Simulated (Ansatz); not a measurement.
The calculation's input:

```
crystal:
  periodic: [false, false, false]
  atoms:
    - { symbol: W, position_ang: [0.0, 0.0, 0.0] }
    - { symbol: H, position_ang: [0.0, 0.0, 1.72] }
    - { symbol: Cl, position_ang: [2.39, 0.0, 0.0] }
    - { symbol: H, position_ang: [0.0, 1.72, 0.0] }
    - { symbol: H, position_ang: [-1.72, 0.0, 0.0] }
    - { symbol: H, position_ang: [0.0, -1.72, 0.0] }
    - { symbol: H, position_ang: [0.0, 0.0, -1.72] }
basis:
  gaussian: { orbitals: def2-SVP }
hamiltonian:
  xc: b3lyp
relax:
  f_tol: 0.02
  max_steps: 40
output:
  orbitals: {}
```

Run with:

```sh
ansatz run input.yaml --threads 1 --pin off --max-ram 2048MiB --backend cpu --events-out ev --progress --plain --runs-dir out
```

The fields are those of the run's last geometry, not of the input's.

Core potentials replace the inner electrons of W.

Computed with RKS B3LYP/def2-SVP (Ansatz).

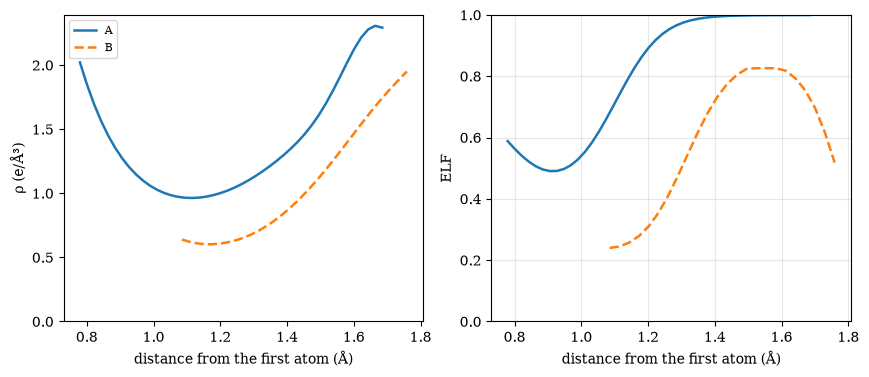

ClH5W. Electron density and ELF along straight lines between neighbouring atoms. The curves leave out the atomic cores.

Which curve belongs to which contact (W–Cl and W–H)? The first atom named is at distance zero.

Curve A: W–H (1.69 Å): the density is about 1.6 e/Å³ at the midpoint; the ELF climbs to about 1 towards the hydrogen. Curve B: W–Cl (2.35 Å): the density is about 0.6 e/Å³ at the midpoint; the ELF peaks at about 0.85 in the valence shell of Cl, 0.8 Å from its nucleus, and is about 0.30 at the midpoint.
